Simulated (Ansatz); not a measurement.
# How far to go with the plane-wave cutoff: WSe2 (P3m1, 6 atoms in the cell)

```
WSe2
1.0
    1.64820    -2.85477     0.00000
    1.64820     2.85477     0.00000
    0.00000     0.00000    13.02480
W Se
2 4
Direct
  0.33333   0.66667   0.25384
  0.66667   0.33333   0.75000
  0.33333   0.66667   0.87900
  0.66667   0.33333   0.37900
  0.66667   0.33333   0.12100
  0.33333   0.66667   0.62100
```

Method: PBEsol, default PAW files made with PBE (plane waves; Ansatz, an electronic-structure program).

Base settings: basis.ecutwfc = 30.9 Ry; kpoints.mp_grid.grid = 8 8 1; hamiltonian.xc = pbesol; hamiltonian.pseudopotentials = {kind: paw} (the program's default PAW files); scf.occupations.method = fermi_dirac; scf.occupations.width = 0.0037 Ry.

The second cell is the first with its lattice scaled by 0.98.

The mesh stays at the base's, so the ladder's end is converged at best in this setting alone.

The first pressure column holds Ansatz's estimate of the finite-basis (Pulay) stress, which hides part of the cutoff error; the other is without it.

Only quantities that move along the ladder and can be compared are tabulated.

The count of work is k-points × plane waves × bands × iterations; it is no time. 

The starting cell has typed, rounded lattice constants, without a prior relaxation at this level. Its lattice was rescaled by up to half a per cent. One atom was moved a little off its site on purpose. Spin polarisation is off. In the base run, forces exceed 1 eV/Å.

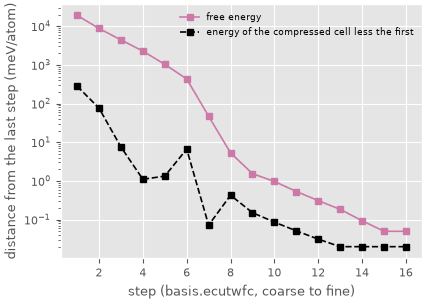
Fig. 1. Distance from the last step along the ladder; very small values are drawn at a floor.

```csv
basis.ecutwfc,free energy less the last step's (meV/atom),energy of the compressed cell less the first (meV/atom),pressure (GPa),pressure without the Pulay estimate (GPa),largest difference of a force vector from the last step's (eV/Å),count of work / last
10.7 Ry,19098.29,-265.47,-3.17,-470.52,0.963,0.069
12.5 Ry,8757.61,-59.26,-1.28,-253.44,0.100,0.089
14 Ry,4428.64,24.74,-1.80,-152.69,0.046,0.094
15.4 Ry,2277.09,16.08,-2.34,-94.33,0.175,0.11
16.9 Ry,1030.92,15.85,-2.49,-52.87,0.093,0.12
18.4 Ry,434.56,10.52,-2.34,-27.77,0.031,0.14
21.7 Ry,47.09,17.11,-2.00,-5.97,0.010,0.16
24.6 Ry,5.33,17.61,-2.07,-2.53,0.007,0.19
27.9 Ry,1.54,17.33,-2.10,-2.13,0.002,0.23
30.9 Ry,0.97,17.27,-2.11,-2.14,0.001,0.27
33.8 Ry,0.53,17.23,-2.11,-2.13,0.001,0.31
37.1 Ry,0.31,17.21,-2.12,-2.12,0.001,0.35
41.5 Ry,0.18,17.20,-2.12,-2.12,0.000,0.42
46.3 Ry,0.09,17.19,-2.12,-2.12,0.000,0.49
54 Ry,0.04,17.19,-2.12,-2.12,0.000,0.62
61.7 Ry,0.01,17.18,-2.12,-2.12,0.000,0.76
74.2 Ry,0.00,17.18,-2.12,-2.12,0.000,1.0
```

Coarsest basis.ecutwfc that holds the forces within 0.005 eV/Å of the last step, with all finer ones: 27.9 Ry, at 0.23 of the last step's count of work; the step before is off by 0.007 eV/Å.

Coarsest basis.ecutwfc that holds the pressure without the Pulay estimate within 1 GPa of the last step, with all finer ones: 24.6 Ry, at 0.19 of the last step's count of work; the step before is off by 3.8 GPa.

Coarsest basis.ecutwfc that holds the energy of the compressed cell less the first within 2 meV/atom of the last step, with all finer ones: 21.7 Ry, at 0.16 of the last step's count of work; the step before is off by 6.7 meV/atom.

The energy difference between the two cells stays within 1 meV/atom of the last step's from 21.7 Ry on, the total only from 30.9 Ry on: much of the error is common to both cells and cancels.

At the lowest cutoff the pressure without the Pulay estimate lies 468 GPa under the last step's, the usual sign of Pulay stress in an incomplete plane-wave basis.

Keys are those of Ansatz 0.2.
